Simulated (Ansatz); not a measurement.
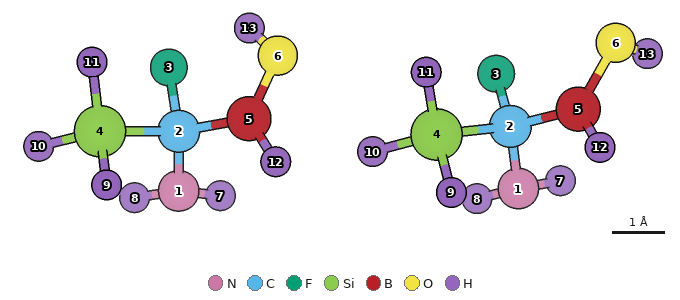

Two geometries of CH₇BFNOSi, drawn at one scale. One is the start of a relaxation, the other its converged end. A ball-and-stick model, seen from a free direction.

These are results of RKS CAM-B3LYP-D4/6-31G* (Ansatz 0.2.0), not measurements. Settings: no spin polarisation; force threshold 0.015 eV/Å; at most 40 steps.

Which of the two is the end point?

The left one is the relaxed one. The run prepares an end point of a later path (torsion) calculation, from a guessed geometry. The energy falls by 36.9 kcal/mol in 15 geometry steps. Largest force component: 3.3 eV/Å at the start, 0.0048 eV/Å at the end. H13 moves most after the best rigid fit: 1.23 Å. Largest moves by element: H 1.23 Å, F 0.30 Å, B 0.28 Å, O 0.26 Å, C 0.19 Å, Si 0.12 Å. Among the contacts that change: B5–O6 1.485 → 1.341 Å, C2–F3 1.371 → 1.476 Å, Si4–H11 1.398 → 1.481 Å, N1–H7 1.092 → 1.014 Å. Bond angles that change, for instance: C2–N1–H7 107.5° → 114.8°, F3–C2–Si4 109.4° → 102.7°, Si4–C2–B5 106.0° → 112.4°. Groups turn about B5–O6 by about 90°.
